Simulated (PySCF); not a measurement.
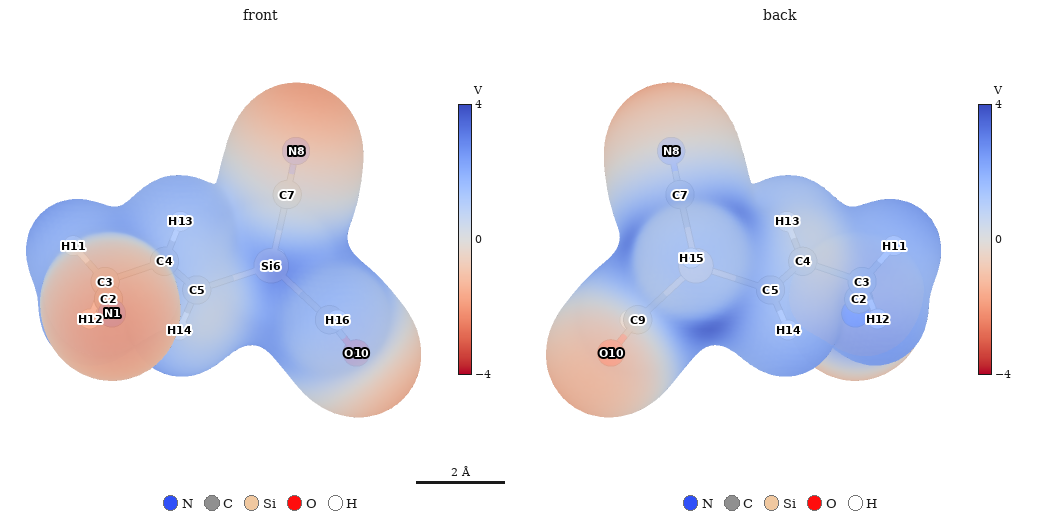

*C6H6N2OSi. The molecular electrostatic potential painted on the density surface at 0.004 e/bohr³, seen from the front and from behind; the colour scale runs from red (negative) to blue (positive).*

Geometry: GFN2-xTB.

Theory: PBE0/pcSseg-1, SCF density, gas phase, non-relativistic (PySCF 2.14.0).

The calculation's input:

```
{"job": {"kind": "nmr", "xc": "PBE0", "basis": "pcSseg-1"}, "charge": 0, "multiplicity": 1}
N      3.008908     2.549290    -0.394135
C      2.789049     1.439932    -0.234969
C      2.489073     0.039816    -0.041751
C      1.050322    -0.118267     0.358862
C      0.125185    -0.685376    -0.407555
Si    -1.683002    -0.885269     0.070423
C     -1.854482    -0.204748     1.802880
N     -1.935440     0.215202     2.865383
C     -2.750901     0.282426    -1.032258
O     -3.505592    -0.119082    -1.877748
H      3.145950    -0.342517     0.746333
H      2.698346    -0.491799    -0.974488
H      0.795604     0.282213     1.331245
H      0.424156    -1.066683    -1.378538
H     -2.167684    -2.262514     0.028898
H     -2.637091     1.376321    -0.873995
```

Command:

```sh
OMP_NUM_THREADS=1 python probes_run.py task.json out
```

Which sites attract a positive test charge, and which a negative one?

Answer. A positive charge is drawn to the negative regions and a negative charge to the positive ones. The most negative region (about −1.9 V, or −44 kcal/mol for a unit charge) lies over N1, the most positive (about +3.1 V, or +71 kcal/mol for a unit charge) over Si6. N1 is the likeliest acceptor of a hydrogen bond.

What dipole moment does the calculation give?

Answer. Its dipole moment is 4.51 D.
